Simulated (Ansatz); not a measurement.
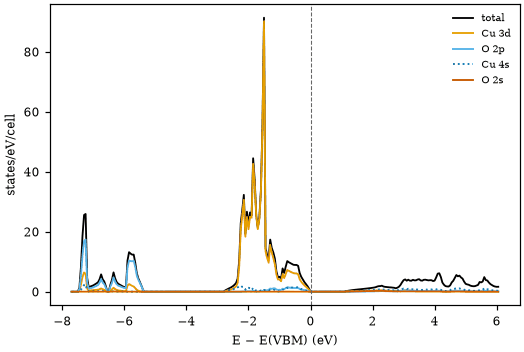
Fig. 1. Total and projected density of states of Cu2O in space group Fd-3m (No. 227; O on 8b, Cu on 16d), the program Ansatz at the PBEsol level (PAW)

### Question
Which orbitals carry the states next to the gap?

### Answer
Top 1 eV of the valence band: Cu 3d 70 %, O 2p 14 %, Cu 4s 14 %. Bottom 1 eV of the conduction band: Cu 4s 37 %, Cu 3d 31 %, O 2s 18 %, O 2p 7 %, outside the projected shells 6 %. Projections are on Löwdin-orthogonalised atomic valence shells; empty p or d shells of many metals are not among them.

### Question
Where is the tallest occupied peak in this window, and what makes it?

### Answer
Near -1.5 eV, about 91 states/eV per cell; the largest projected share is Cu 3d.

The start of the workflow was typed in or built on a structure type; neither database checked (COD, Materials Project) lists it. It is not the phase usual at ambient conditions (space group No. 224). The PBEsol relaxation kept the symmetry of its start; whether a distortion lowers the energy is not shown. The workflow began spin-polarised and lost its moments. No Hubbard U is applied.

Potentials: the later of the program's two PAW sets.
